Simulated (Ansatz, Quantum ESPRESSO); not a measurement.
# Screening and band shifts of Ti2CO2 MXene, 1 layer, part 3 of 6

Aim: how Ti2CO2 MXene, 1 layer screens a field along its normal, and what the field does to its bands.

Quantum ESPRESSO 7.5; plane-wave DFT, LDA, GBRV ultrasoft pseudopotentials; geometry and cross-check by Ansatz 0.2.0 with PAW datasets.

So far. Step 3 (SCF with pw.x: no field): The run needed 16 iterations to bring the estimated error under 1e-09 Ry; the largest force on any atom, held or free, is 0.67 eV/Å. Step 4 (Potential by pp.x): The vacuum is flat to 0.1 meV/Å, so its level is well defined. Inside the slab the curve depends on the local part of the pseudopotentials; only the vacuum level has a meaning of its own.

## (5) Bands along a path: no field

The density is frozen and the levels are solved along a path.

File f0.bands.in:

```
&control
  prefix = 'f0.bands'
  outdir = './out'
  pseudo_dir = './pseudo'
  calculation = 'bands'
  tefield = .true.
  dipfield = .true.
/
&system
  ibrav = 0
  nat = 5
  ntyp = 3
  ecutwfc = 40
  ecutrho = 200
  occupations = 'smearing'
  smearing = 'fd'
  degauss = 0.004
  edir = 3
  emaxpos = 0.97
  eopreg = 0.04
  eamp = 0.0
  nbnd = 26
/
&electrons
  conv_thr = 1e-07
  mixing_beta = 0.4
  electron_maxstep = 120
  mixing_mode = 'local-TF'
/
ATOMIC_SPECIES
  O   15.9990  o_lda_v1.2.uspp.F.UPF
  Ti  47.8670  ti_lda_v1.4.uspp.F.UPF
  C   12.0110  c_lda_v1.2.uspp.F.UPF
CELL_PARAMETERS angstrom
  3.02910534492148 0.00000000000000 -0.00000000000000
  -1.51455267246074 2.62328217944123 -0.00000000000000
  -0.00000000000000 -0.00000000000000 21.64306022550000
ATOMIC_POSITIONS crystal
  O   0.333333333333 0.666666666667 0.397718944039
  Ti  0.666666666667 0.333333333333 0.439608950155
  C   -0.000000000000 -0.000000000000 0.499999988805
  Ti  0.333333333333 0.666666666667 0.560391051729
  O   0.666666666667 0.333333333333 0.602281065271
K_POINTS crystal_b
4
  0.0000000000 0.0000000000 0.0000000000 14
  0.5000000000 0.0000000000 0.0000000000 14
  0.3333333333 0.3333333333 0.0000000000 14
  0.0000000000 0.0000000000 0.0000000000 1
```

Launch:

```console
$ cp -r out/f0.save out/f0.bands.save
$ cp out/f0.xml out/f0.bands.xml
$ OMP_NUM_THREADS=1 mpirun -n 4 pw.x -nk 4 -in f0.bands.in > f0.bands.out
```

The program printed:

```text
[banner, memory and clock lines left out]
Program PWSCF v.7.5 starts

          URL

     Presently no symmetry can be used with electric field

     Atomic positions and unit cell read from directory:
     ./out/f0.bands.save/

     G-vector sticks info

     bravais-lattice index     =            0
     lattice parameter (alat)  =       5.7242  a.u.
     unit-cell volume          =    1160.5789 (a.u.)^3
     number of atoms/cell      =            5
     number of atomic types    =            3
     number of electrons       =        40.00
     number of Kohn-Sham states=           26
     kinetic-energy cutoff     =      40.0000  Ry
     charge density cutoff     =     200.0000  Ry
     Exchange-correlation= SLA  PZ   NOGX NOGC
                           (   1   1   0   0   0   0   0)

     celldm(1)=   5.724180  celldm(2)=   0.000000  celldm(3)=   0.000000
     celldm(4)=   0.000000  celldm(5)=   0.000000  celldm(6)=   0.000000

     crystal axes: (cart. coord. in units of alat)
               a(1) = (   1.000000   0.000000  -0.000000 )
               a(2) = (  -0.500000   0.866025  -0.000000 )
               a(3) = (  -0.000000  -0.000000   7.145034 )

     reciprocal axes: (cart. coord. in units 2 pi/alat)
               b(1) = (  1.000000  0.577350  0.000000 )
               b(2) = (  0.000000  1.154701  0.000000 )
               b(3) = (  0.000000  0.000000  0.139957 )

     PseudoPot. # 1 for O  read from file:
     ./pseudo/o_lda_v1.2.uspp.F.UPF
     Pseudo is Ultrasoft + core correction, Zval =  6.0
     Generated by new atomic code, or converted to UPF format
     Using radial grid of  737 points,  5 beta functions with:
                l(1) =   0
                l(2) =   0
                l(3) =   1
                l(4) =   1
                l(5) =   2
     Q(r) pseudized with  8 coefficients,  rinner =    0.900   0.900   0.900
                                                       0.900   0.900

     PseudoPot. # 2 for Ti read from file:
     ./pseudo/ti_lda_v1.4.uspp.F.UPF
     Pseudo is Ultrasoft + core correction, Zval = 12.0
     Generated by new atomic code, or converted to UPF format
     Using radial grid of  851 points,  6 beta functions with:
                l(1) =   0
                l(2) =   0
                l(3) =   1
                l(4) =   1
                l(5) =   2
                l(6) =   2
     Q(r) pseudized with  6 coefficients,  rinner =    1.000   1.000   1.000
                                                       1.000   1.000

     PseudoPot. # 3 for C  read from file:
     ./pseudo/c_lda_v1.2.uspp.F.UPF
     Pseudo is Ultrasoft + core correction, Zval =  4.0
     Generated by new atomic code, or converted to UPF format
     Using radial grid of  721 points,  4 beta functions with:
                l(1) =   0
                l(2) =   0
                l(3) =   1
                l(4) =   1
     Q(r) pseudized with  8 coefficients,  rinner =    1.100   1.100   1.100

     atomic species   valence    mass     pseudopotential
     O                 6.00    15.99900     O ( 1.00)
     Ti               12.00    47.86700     Ti( 1.00)
     C                 4.00    12.01100     C ( 1.00)

     No symmetry found

   Cartesian axes

     site n.     atom                  positions (alat units)
         1        O      tau(   1) = (  -0.0000000   0.5773503   2.8417153  )
         2        Ti     tau(   2) = (   0.5000000   0.2886751   3.1410208  )
         3        C      tau(   3) = (   0.0000000  -0.0000000   3.5725168  )
         4        Ti     tau(   4) = (  -0.0000000   0.5773503   4.0040130  )
         5        O      tau(   5) = (   0.5000000   0.2886751   4.3033186  )

     number of k points=    43  Fermi-Dirac smearing, width (Ry)=  0.0040
                       cart. coord. in units 2pi/alat
        k(    1) = (   0.0000000   0.0000000   0.0000000), wk =   0.0465116
        k(    2) = (   0.0357143   0.0206197   0.0000000), wk =   0.0465116
        k(    3) = (   0.0714286   0.0412393   0.0000000), wk =   0.0465116
        k(    4) = (   0.1071429   0.0618590   0.0000000), wk =   0.0465116
        k(    5) = (   0.1428571   0.0824786   0.0000000), wk =   0.0465116
        k(    6) = (   0.1785714   0.1030983   0.0000000), wk =   0.0465116
        k(    7) = (   0.2142857   0.1237179   0.0000000), wk =   0.0465116
        k(    8) = (   0.2500000   0.1443376   0.0000000), wk =   0.0465116
        k(    9) = (   0.2857143   0.1649572   0.0000000), wk =   0.0465116
        k(   10) = (   0.3214286   0.1855769   0.0000000), wk =   0.0465116
        k(   11) = (   0.3571429   0.2061965   0.0000000), wk =   0.0465116
        k(   12) = (   0.3928571   0.2268162   0.0000000), wk =   0.0465116
        k(   13) = (   0.4285714   0.2474358   0.0000000), wk =   0.0465116
        k(   14) = (   0.4642857   0.2680555   0.0000000), wk =   0.0465116
        k(   15) = (   0.5000000   0.2886751   0.0000000), wk =   0.0465116
        k(   16) = (   0.4880952   0.3092948   0.0000000), wk =   0.0465116
        k(   17) = (   0.4761905   0.3299144   0.0000000), wk =   0.0465116
        k(   18) = (   0.4642857   0.3505341   0.0000000), wk =   0.0465116
        k(   19) = (   0.4523810   0.3711537   0.0000000), wk =   0.0465116
        k(   20) = (   0.4404762   0.3917734   0.0000000), wk =   0.0465116
        k(   21) = (   0.4285714   0.4123930   0.0000000), wk =   0.0465116
        k(   22) = (   0.4166667   0.4330127   0.0000000), wk =   0.0465116
        k(   23) = (   0.4047619   0.4536324   0.0000000), wk =   0.0465116
        k(   24) = (   0.3928571   0.4742520   0.0000000), wk =   0.0465116
        k(   25) = (   0.3809524   0.4948717   0.0000000), wk =   0.0465116
        k(   26) = (   0.3690476   0.5154913   0.0000000), wk =   0.0465116
        k(   27) = (   0.3571429   0.5361110   0.0000000), wk =   0.0465116
        k(   28) = (   0.3452381   0.5567306   0.0000000), wk =   0.0465116
        k(   29) = (   0.3333333   0.5773503   0.0000000), wk =   0.0465116
        k(   30) = (   0.3095238   0.5361110   0.0000000), wk =   0.0465116
        k(   31) = (   0.2857143   0.4948717   0.0000000), wk =   0.0465116
        k(   32) = (   0.2619048   0.4536324   0.0000000), wk =   0.0465116
        k(   33) = (   0.2380952   0.4123930   0.0000000), wk =   0.0465116
        k(   34) = (   0.2142857   0.3711537   0.0000000), wk =   0.0465116
        k(   35) = (   0.1904762   0.3299144   0.0000000), wk =   0.0465116
        k(   36) = (   0.1666667   0.2886751   0.0000000), wk =   0.0465116
        k(   37) = (   0.1428571   0.2474358   0.0000000), wk =   0.0465116
        k(   38) = (   0.1190476   0.2061965   0.0000000), wk =   0.0465116
[...]
k = 0.4643 0.3505 0.0000 (  4962 PWs)   bands (ev):

   -57.6968 -57.6882 -34.6440 -34.6013 -34.2663 -34.2642 -34.2193 -34.1949
   -18.6766 -18.6695 -10.2422  -7.0138  -6.2256  -5.2586  -5.1542  -4.9528
    -4.7516  -4.1659  -2.5736  -2.4552  -0.2299   0.8329   1.3318   1.5570
     1.5651   2.0059

          k = 0.4524 0.3712 0.0000 (  4962 PWs)   bands (ev):

   -57.6960 -57.6878 -34.6375 -34.5959 -34.2767 -34.2646 -34.2304 -34.1946
   -18.6713 -18.6648 -10.2307  -6.9546  -6.2210  -5.3182  -5.1289  -4.9350
    -4.7582  -4.1426  -2.6166  -2.6121  -0.1330   0.8322   1.2843   1.5709
     1.5955   2.0063

          k = 0.4405 0.3918 0.0000 (  4962 PWs)   bands (ev):

   -57.6951 -57.6874 -34.6293 -34.5891 -34.2920 -34.2637 -34.2428 -34.1948
   -18.6650 -18.6592 -10.2162  -6.8802  -6.2142  -5.3842  -5.1003  -4.9172
    -4.7703  -4.1132  -2.7895  -2.6667  -0.0359   0.8343   1.2328   1.5769
     1.6386   2.0108

          k = 0.4286 0.4124 0.0000 (  4956 PWs)   bands (ev):

   -57.6940 -57.6868 -34.6195 -34.5811 -34.3095 -34.2692 -34.2507 -34.1953
   -18.6579 -18.6529 -10.1992  -6.7916  -6.2048  -5.4532  -5.0717  -4.8991
    -4.7900  -4.0782  -2.9607  -2.7386   0.0545   0.8393   1.1779   1.5829
     1.6871   2.0202

          k = 0.4167 0.4330 0.0000 (  4952 PWs)   bands (ev):

   -57.6929 -57.6863 -34.6082 -34.5721 -34.3288 -34.2846 -34.2499 -34.1962
   -18.6505 -18.6462 -10.1799  -6.6908  -6.1928  -5.5224  -5.0488  -4.8805
    -4.8182  -4.0383  -3.1184  -2.8274   0.1348   0.8456   1.1204   1.5894
     1.7405   2.0342

          k = 0.4048 0.4536 0.0000 (  4950 PWs)   bands (ev):

   -57.6917 -57.6858 -34.5955 -34.5622 -34.3494 -34.3034 -34.2465 -34.1977
   -18.6429 -18.6395 -10.1592  -6.5800  -6.1781  -5.5889  -5.0438  -4.8611
    -4.8487  -3.9945  -3.2526  -2.9310   0.2039   0.8511   1.0615   1.5971
     1.7974   2.0509

          k = 0.3929 0.4743 0.0000 (  4948 PWs)   bands (ev):

   -57.6904 -57.6853 -34.5818 -34.5519 -34.3706 -34.3231 -34.2422 -34.1995
   -18.6357 -18.6330 -10.1376  -6.4624  -6.1612  -5.6494  -5.0785  -4.8639
    -4.8409  -3.9483  -3.3565  -3.0452   0.2626   0.8537   1.0029   1.6065
     1.8553   2.0674

          k = 0.3810 0.4949 0.0000 (  4938 PWs)   bands (ev):

   -57.6892 -57.6850 -34.5672 -34.5417 -34.3918 -34.3424 -34.2374 -34.2019
   -18.6291 -18.6272 -10.1163  -6.3430  -6.1428  -5.6999  -5.1592  -4.8571
    -4.8206  -3.9015  -3.4280  -3.1643   0.3121   0.8521   0.9468   1.6173
     1.9113   2.0808

          k = 0.3690 0.5155 0.0000 (  4930 PWs)   bands (ev):

   -57.6880 -57.6848 -34.5524 -34.5324 -34.4120 -34.3599 -34.2324 -34.2049
   -18.6235 -18.6222 -10.0966  -6.2303  -6.1239  -5.7333  -5.2693  -4.8395
    -4.8014  -3.8572  -3.4701  -3.2802   0.3535   0.8463   0.8961   1.6287
     1.9623   2.0882

          k = 0.3571 0.5361 0.0000 (  4942 PWs)   bands (ev):

   -57.6870 -57.6847 -34.5381 -34.5249 -34.4300 -34.3743 -34.2273 -34.2084
   -18.6191 -18.6184 -10.0800  -6.1390  -6.1062  -5.7373  -5.3917  -4.8196
    -4.7859  -3.8201  -3.4888  -3.3817   0.3862   0.8379   0.8550   1.6392
     2.0058   2.0879

          k = 0.3452 0.5567 0.0000 (  4936 PWs)   bands (ev):

   -57.6861 -57.6849 -34.5263 -34.5206 -34.4435 -34.3837 -34.2222 -34.2124
   -18.6163 -18.6160 -10.0685  -6.0926  -6.0868  -5.6972  -5.5120  -4.8007
    -4.7784  -3.7973  -3.4914  -3.4539   0.4079   0.8289   0.8292   1.6468
     2.0400   2.0796

          k = 0.3333 0.5774 0.0000 (  4950 PWs)   bands (ev):

   -57.6854 -57.6853 -34.5204 -34.5204 -34.4488 -34.3870 -34.2171 -34.2171
   -18.6153 -18.6151 -10.0642  -6.0869  -6.0733  -5.6170  -5.6170  -4.7844
    -4.7844  -3.7916  -3.4846  -3.4845   0.4155   0.8226   0.8226   1.6498
     2.0639   2.0639

          k = 0.3095 0.5361 0.0000 (  4938 PWs)   bands (ev):

   -57.6872 -57.6847 -34.5299 -34.5289 -34.4309 -34.3759 -34.2284 -34.2076
   -18.6194 -18.6190 -10.0856  -6.1147  -6.0967  -5.7384  -5.4177  -4.8551
    -4.7621  -3.7727  -3.4622  -3.4501   0.3904   0.8256   0.8690   1.6355
     2.0177   2.0824

          k = 0.2857 0.4949 0.0000 (  4944 PWs)   bands (ev):

   -57.6903 -57.6853 -34.5417 -34.5417 -34.3964 -34.3508 -34.2423 -34.1992
   -18.6319 -18.6317 -10.1579  -6.1627  -6.1350  -5.7434  -5.2488  -4.9866
    -4.7553  -3.6651  -3.4497  -3.3637   0.3405   0.8579   0.9547   1.5933
     1.9642   2.0714

          k = 0.2619 0.4536 0.0000 (  4936 PWs)   bands (ev):

   -57.6949 -57.6872 -34.5458 -34.5442 -34.3587 -34.3203 -34.2586 -34.1926
   -18.6542 -18.6531 -10.2839  -6.1777  -6.1611  -5.6886  -5.2154  -5.0531
    -4.7621  -3.5018  -3.4586  -3.2356   0.2897   0.9129   1.0319   1.5419
     1.9104   2.0458

          k = 0.2381 0.4124 0.0000 (  4952 PWs)   bands (ev):

   -57.7010 -57.6906 -34.5380 -34.5329 -34.3218 -34.2887 -34.2769 -34.1880
   -18.6867 -18.6837 -10.4524  -6.2253  -6.1060  -5.5915  -5.3318  -5.0128
    -4.7734  -3.4894  -3.3468  -3.0366   0.2392   0.9622   1.0811   1.5162
     1.8572   2.0137

          k = 0.2143 0.3712 0.0000 (  4952 PWs)   bands (ev):

   -57.7085 -57.6953 -34.5169 -34.5073 -34.3011 -34.2828 -34.2582 -34.1852
   -18.7298 -18.7233 -10.6433  -6.2711  -6.0391  -5.4513  -5.4481  -5.0113
    -4.7686  -3.5331  -3.1971  -2.7812   0.1800   0.9773   1.1121   1.5251
     1.8171   1.9749

          k = 0.1905 0.3299 0.0000 (  4958 PWs)   bands (ev):

   -57.7169 -57.7012 -34.4836 -34.4686 -34.3209 -34.2523 -34.2304 -34.1837
   -18.7832 -18.7710 -10.8358  -6.3015  -5.9947  -5.5587  -5.3073  -5.0591
    -4.7100  -3.5644  -3.0216  -2.5023   0.1089   0.9571   1.1392   1.5177
     1.8222   1.9293

          k = 0.1667 0.2887 0.0000 (  4948 PWs)   bands (ev):

   -57.7261 -57.7079 -34.4403 -34.4193 -34.3427 -34.2235 -34.2076 -34.1814
   -18.8459 -18.8256 -11.0136  -6.3050  -5.9747  -5.6723  -5.2308  -5.1447
    -4.5921  -3.5236  -2.8058  -2.2200   0.0388   0.9066   1.1551   1.4649
     1.8712   1.8761

          k = 0.1429 0.2474 0.0000 (  4948 PWs)   bands (ev):

   -57.7355 -57.7151 -34.3906 -34.3721 -34.3550 -34.1984 -34.1961 -34.1716
   -18.9155 -18.8848 -11.1667  -6.2836  -5.9660  -5.7812  -5.2525  -5.2218
    -4.5244  -3.3189  -2.5466  -1.9553  -0.0086   0.8237   1.1379   1.3838
     1.8049   1.9263

          k = 0.1190 0.2062 0.0000 (  4929 PWs)   bands (ev):

   -57.7446 -57.7222 -34.3873 -34.3398 -34.3006 -34.1931 -34.1773 -34.1557
   -18.9884 -18.9455 -11.2904  -6.2699  -5.9546  -5.8454  -5.3675  -5.2446
    -4.5728  -2.9363  -2.2478  -1.7388  -0.0157   0.7173   1.0726   1.2664
     1.6972   1.9716

          k = 0.0952 0.1650 0.0000 (  4943 PWs)   bands (ev):

   -57.7529 -57.7289 -34.4055 -34.2946 -34.2428 -34.1883 -34.1602 -34.1411
   -19.0597 -19.0038 -11.3845  -6.3153  -5.9296  -5.8101  -5.4757  -5.2789
    -4.6961  -2.4495  -1.9210  -1.6047   0.0232   0.6102   0.9582   1.0925
     1.5445   2.0109

          k = 0.0714 0.1237 0.0000 (  4953 PWs)   bands (ev):

   -57.7600 -57.7346 -34.4209 -34.2638 -34.1914 -34.1755 -34.1470 -34.1294
   -19.1236 -19.0554 -11.4517  -6.4032  -5.8851  -5.7045  -5.5569  -5.3147
    -4.8505  -1.9218  -1.6494  -1.5039   0.0966   0.5019   0.8034   0.8895
     1.3577   2.0549

          k = 0.0476 0.0825 0.0000 (  4937 PWs)   bands (ev):

   -57.7653 -57.7390 -34.4324 -34.2496 -34.1554 -34.1514 -34.1372 -34.1212
   -19.1744 -19.0959 -11.4958  -6.4880  -5.8224  -5.6759  -5.5174  -5.3454
    -5.0061  -1.6781  -1.3976  -1.1831   0.1523   0.3220   0.6483   0.7581
     1.1561   2.1050

          k = 0.0238 0.0412 0.0000 (  4937 PWs)   bands (ev):

   -57.7687 -57.7417 -34.4396 -34.2449 -34.1381 -34.1337 -34.1235 -34.1165
   -19.2071 -19.1219 -11.5205  -6.5458  -5.7566  -5.7107  -5.4164  -5.3669
    -5.1321  -1.7596  -0.9274  -0.8538   0.0532   0.0657   0.6275   0.7217
     0.9586   2.1464

          k = 0.0000 0.0000 0.0000 (  4919 PWs)   bands (ev):

   -57.7698 -57.7427 -34.4421 -34.2439 -34.1314 -34.1314 -34.1151 -34.1151
   -19.2184 -19.1309 -11.5284  -6.5660  -5.7246  -5.7246  -5.3752  -5.3752
    -5.1841  -1.7965  -0.6718  -0.6718  -0.0963  -0.0963   0.7170   0.7170
     0.8176   2.1624

     XML data file, pseudopotentials, collected wavefunctions

                                        0.00s GPU  (     344 calls)
[key lines of the parts left out:]
Dipole field          0.0000 Ry au,
```

Run time: 14 s. Hardware: 4 MPI ranks of Arm Neoverse V2, shared host; peak memory 0.31 GiB; 57 s of CPU time.

Read from the output:

```
valence top, on the run's zero       : -0.6718 eV
conduction bottom, on the run's zero : -0.3988 eV
gap by band count                    : 0.2730 eV
```

Band numbers count within the set of bands kept for display. The electronic bands at the labelled points (eV, zero at the highest filled level of the SCF mesh; v1 is the highest filled band, c1 the lowest empty one):

| point | v4 | v3 | v2 | v1 | c1 | c2 | c3 | c4 |
| --- | --- | --- | --- | --- | --- | --- | --- | --- |
| Γ | -4.51 | -1.12 | 0.00 | 0.00 | 0.58 | 0.58 | 1.39 | 1.39 |
| M | -4.07 | -3.52 | -1.86 | -1.53 | 0.27 | 1.51 | 2.11 | 2.13 |
| K | -4.11 | -3.12 | -2.81 | -2.81 | 1.09 | 1.49 | 1.49 | 2.32 |
| Γ | -4.51 | -1.12 | 0.00 | 0.00 | 0.58 | 0.58 | 1.39 | 1.39 |

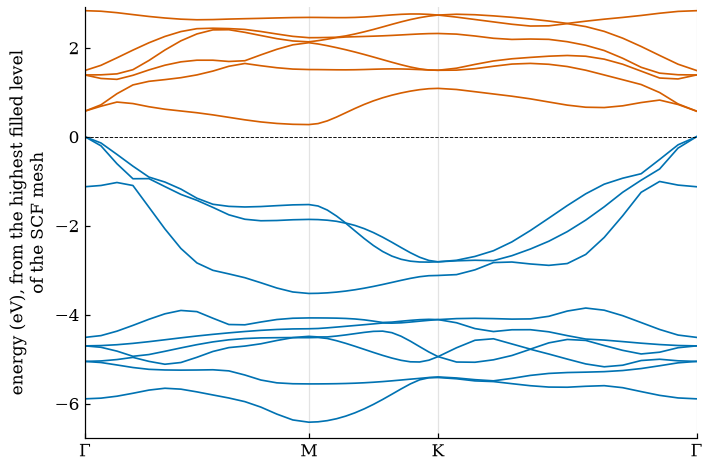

Electronic bands along the path; lines of filled and empty bands in two colours.

Along this path the valence top lies at Γ and the conduction bottom at M.

## (6) Ground state: field 0.1 V/Å

eamp is the field in Hartree atomic units (1 a.u. = 51.42 V/Å). With dipfield on, it is the field in the vacuum beside an isolated sheet. The run starts from the density of the one before.

File f1.in:

```
&control
  prefix = 'f1'
  outdir = './out'
  pseudo_dir = './pseudo'
  calculation = 'scf'
  tprnfor = .true.
  tefield = .true.
  dipfield = .true.
/
&system
  ibrav = 0
  nat = 5
  ntyp = 3
  ecutwfc = 40
  ecutrho = 200
  occupations = 'smearing'
  smearing = 'fd'
  degauss = 0.004
  edir = 3
  emaxpos = 0.97
  eopreg = 0.04
  eamp = 0.00194469
/
&electrons
  conv_thr = 1e-09
  mixing_beta = 0.4
  electron_maxstep = 120
  mixing_mode = 'plain'
  startingpot = 'file'
/
ATOMIC_SPECIES
  O   15.9990  o_lda_v1.2.uspp.F.UPF
  Ti  47.8670  ti_lda_v1.4.uspp.F.UPF
  C   12.0110  c_lda_v1.2.uspp.F.UPF
CELL_PARAMETERS angstrom
  3.02910534492148 0.00000000000000 -0.00000000000000
  -1.51455267246074 2.62328217944123 -0.00000000000000
  -0.00000000000000 -0.00000000000000 21.64306022550000
ATOMIC_POSITIONS crystal
  O   0.333333333333 0.666666666667 0.397718944039
  Ti  0.666666666667 0.333333333333 0.439608950155
  C   -0.000000000000 -0.000000000000 0.499999988805
  Ti  0.333333333333 0.666666666667 0.560391051729
  O   0.666666666667 0.333333333333 0.602281065271
K_POINTS automatic
  12 12 1 0 0 0
```

Launch:

```console
$ cp -r out/f0.save out/f1.save
$ OMP_NUM_THREADS=1 mpirun -n 4 pw.x -nk 4 -in f1.in > f1.out
```

The program printed:

```text
[banner, memory and clock lines left out]
Program PWSCF v.7.5 starts
[...]
number of electrons       =        40.00
     number of Kohn-Sham states=           24
     kinetic-energy cutoff     =      40.0000  Ry
     charge density cutoff     =     200.0000  Ry
[...]
number of k points=    74  Fermi-Dirac smearing, width (Ry)=  0.0040
[...]
Dense  grid:    55355 G-vectors     FFT dimensions: (  25,  25, 192)
[...]
The initial density is read from file :
[...]
negative rho (up, down):  3.871E-03 0.000E+00
[...]
Starting wfcs are   32 randomized atomic wfcs
[...]
negative rho (up, down):  3.870E-03 0.000E+00
[...]
estimated scf accuracy    <       0.01369592 Ry
[...]
negative rho (up, down):  3.868E-03 0.000E+00
[...]
estimated scf accuracy    <       0.37489346 Ry
[...]
negative rho (up, down):  3.867E-03 0.000E+00
[...]
estimated scf accuracy    <       0.00048790 Ry
[...]
negative rho (up, down):  3.868E-03 0.000E+00
[...]
estimated scf accuracy    <       0.00004629 Ry
[...]
negative rho (up, down):  3.869E-03 0.000E+00
[...]
estimated scf accuracy    <       0.00000662 Ry
[...]
negative rho (up, down):  3.870E-03 0.000E+00
[...]
estimated scf accuracy    <       0.00000297 Ry
[...]
negative rho (up, down):  3.870E-03 0.000E+00
[...]
estimated scf accuracy    <       0.00000016 Ry
[...]
negative rho (up, down):  3.870E-03 0.000E+00
[...]
estimated scf accuracy    <       0.00000030 Ry
[...]
negative rho (up, down):  3.870E-03 0.000E+00
[...]
estimated scf accuracy    <       0.00000011 Ry
[...]
negative rho (up, down):  3.870E-03 0.000E+00
[...]
estimated scf accuracy    <          5.3E-09 Ry
[...]
negative rho (up, down):  3.871E-03 0.000E+00
[...]
estimated scf accuracy    <          7.7E-09 Ry
[...]
negative rho (up, down):  3.871E-03 0.000E+00
[...]
estimated scf accuracy    <          1.1E-09 Ry
[...]
negative rho (up, down):  3.871E-03 0.000E+00
[...]
Computed dipole along edir(3) :
        Dipole                0.0451 Ry au,          0.1145 Debye
        Dipole field          0.0005 Ry au,
        E field amplitude [Ha a.u.]:  1.9447E-03
        Potential amp.        0.1144 Ry
        Total length         39.2635 bohr
[...]
the Fermi energy is    -0.5568 ev
!    total energy              =    -315.05911508 Ry
     estimated scf accuracy    <          1.6E-10 Ry
     smearing contrib. (-TS)   =      -0.00012112 Ry
     internal energy E=F+TS    =    -315.05899397 Ry
[...]
one-electron contribution =   -2719.85882919 Ry
     hartree contribution      =    1360.51305078 Ry
     xc contribution           =     -53.60990967 Ry
     ewald contribution        =    1097.89684738 Ry
     electric field correction =      -0.00015326 Ry
     convergence has been achieved in  13 iterations
     negative rho (up, down):  3.871E-03 0.000E+00
[...]
Total force =     0.037172     Total SCF correction =     0.000032
[...]
```

The job ended after 55 s (4 MPI ranks; peak memory 0.57 GiB).

Numbers from this step:

- free energy: -4286.5976 eV
- energy at zero smearing: -4286.5968 eV
- Fermi energy: -0.5568 eV
- dipole along the normal: 0.02384 e·Å
- valence top, on the run's zero: -0.6561 eV
- conduction bottom, on the run's zero: -0.3830 eV
- gap by band count: 0.2732 eV

The dipole goes from 0.0000 to 0.0238 e Å, 0.2382 e Å per V/Å.

(Continued in part 4 of 6.)

[Logs are printed without paths, hosts, clocks, repeated set-up lines and the standing remarks that a program may print on its own settings, such as how far it seeks lower states.]

[Hosts, paths, dates, database ids (printed as entryN), source tags and the programs' standing remarks are cut or masked in the printed files.]

[Maps of the electrostatic potential energy from Ansatz leave out the sawtooth potential of an applied field or a dipole correction, so their vacuum need not be flat; planar profiles and work functions include it.]
